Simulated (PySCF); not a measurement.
C₆H₁₂BNP₂

```xyz
22

C     3.0426    0.0816   -0.6900
C     1.7128   -0.1792   -0.0672
C     1.5044   -0.6195    1.1656
C     0.0866   -0.8462    1.5953
P    -0.9267   -0.0090    0.2890
P    -0.9576    2.0465    0.9867
B    -2.5603   -0.8309   -0.4104
C    -2.9025    0.2432   -1.4709
N    -3.0980    1.0941   -2.2199
C     0.4800    0.0444   -0.9039
H     3.1179    1.1256   -0.9920
H     3.1669   -0.5312   -1.5824
H     3.8469   -0.1419    0.0054
H     2.3009   -0.8408    1.8587
H    -0.1224   -0.4283    2.5844
H    -0.1560   -1.9135    1.6273
H    -1.7575    2.4309   -0.0875
H    -2.0645    1.7964    1.8006
H    -3.3554   -0.8778    0.4724
H    -2.2356   -1.8762   -0.8723
H     0.3623   -0.7474   -1.6511
H     0.5049    0.9986   -1.4387
```

Geometry: GFN2-xTB.

All numbers below come from PBE0/pcSseg-1, SCF density, gas phase, non-relativistic in PySCF 2.14.0.

> Predict the electron density and electron localisation function between the atoms.

C–C (1.33 Å): the density is about 2.3 e/Å³ at the midpoint; the ELF peaks at about 0.90 between the atoms (a multiple bond).

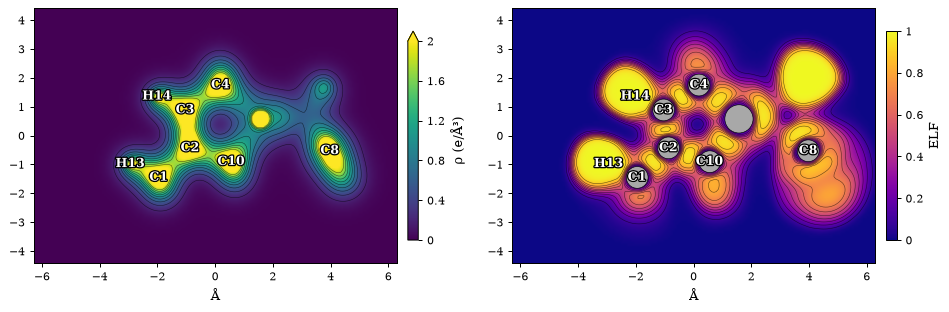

Computed electron density and electron localisation function on the plane of atoms C4, C3 and H14, in this order. Grey discs cover the atomic cores in the ELF map. 
